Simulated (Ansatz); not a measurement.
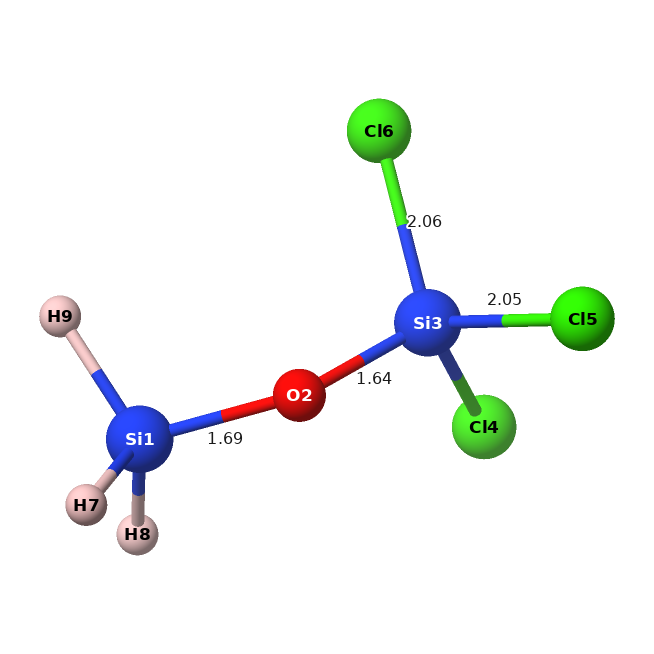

Bond lengths are marked in Å; every bond is drawn as one stick. The geometry was computed by an optimisation with PBE-D4/def2-SVP. No frequency run is at hand to confirm it as a minimum.

**Assign a bond order to each marked bond.**

Si1–O2 single; O2–Si3 single; Si3–Cl5 single; Si3–Cl6 single.

**Give the structure as SMILES.**

[SiH3]O[Si](Cl)(Cl)Cl
